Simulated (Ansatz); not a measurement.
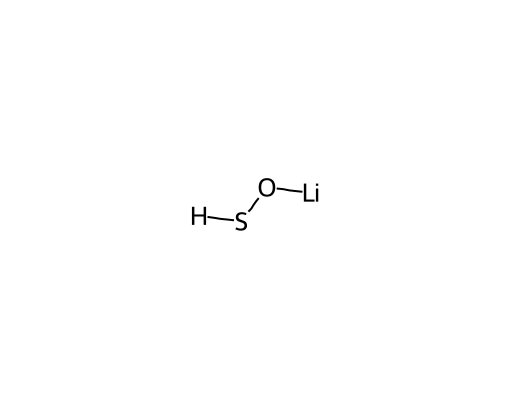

2D structure.

Question: Transcribe the drawing into SMILES.

Answer: [Li][O]S

Question: What is the molecular formula?

Answer: HLiOS.

The parts below concern this one geometry. Atoms keep their numbers from picture to picture. The geometry was computed by an optimisation with PBE0-D4/def2-TZVP. No frequency run is at hand to confirm it as a minimum.

**Shape**

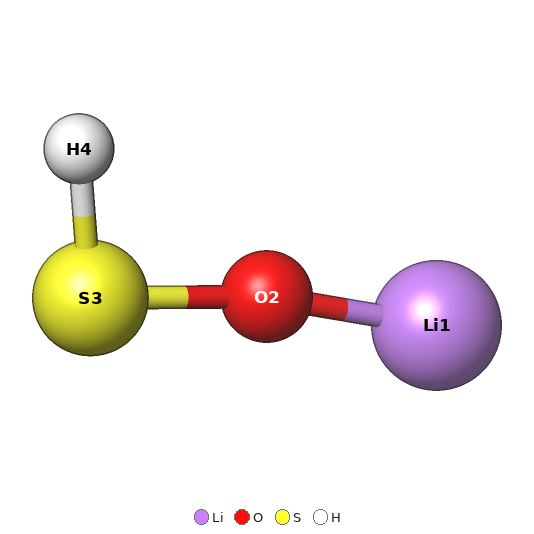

Atoms carry their numbers in the input. No frequency run is at hand to confirm it as a minimum.

List the bonds and their lengths.

```tsv
bond	length (Å)
Li1–O2	1.597
O2–S3	1.600
S3–H4	1.355
```

**Electronic properties**

No frequency run is at hand to confirm it as a minimum. Properties computed with RKS PBE0-D4/def2-TZVPP (Ansatz 0.2.0).

Predict the main results.

- HOMO energy (Kohn–Sham orbital): −4.42 eV
- LUMO energy (Kohn–Sham orbital): −1.22 eV
- HOMO–LUMO gap: 3.19 eV

**Dipole moment**

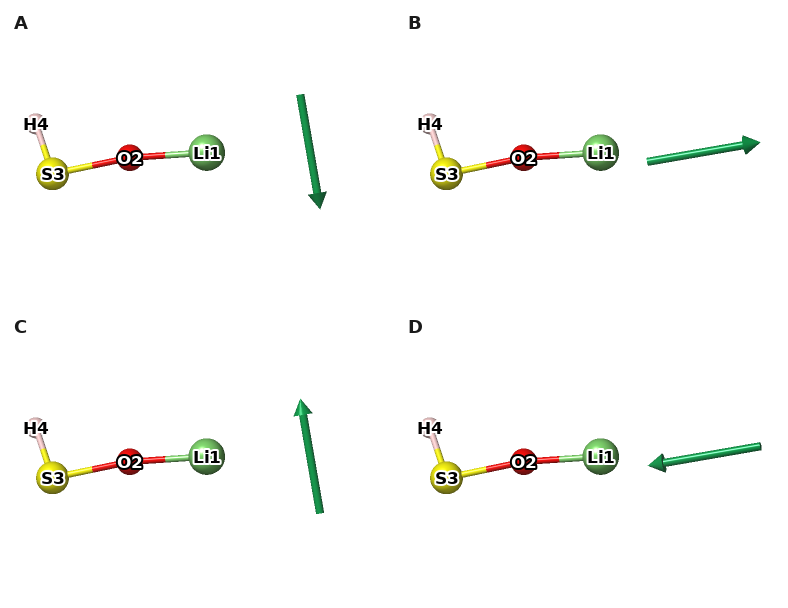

The same molecule four times, each with an arrow. No frequency run is at hand to confirm it as a minimum. Method: RKS PBE0-D4/def2-TZVP (Ansatz 0.2.0).

Question: Which arrow points along the dipole moment, from the negative to the positive end?

Answer: B. The dipole moment is 6.63 D; it points from the side of H4 to the side of Li1 (the outermost atoms at the two ends).

**Charges**

The questions are on Mulliken charges. No frequency run is at hand to confirm it as a minimum. Method: RKS PBE0-D4/def2-TZVP (Ansatz 0.2.0).

Give the Mulliken charges atom by atom.

| atom | value (e) |
| --- | --- |
| Li1 | 0.77 |
| O2 | −0.79 |
| S3 | −0.09 |
| H4 | 0.11 |

Mulliken values depend strongly on the basis set and can even reverse the polarity of a bond.
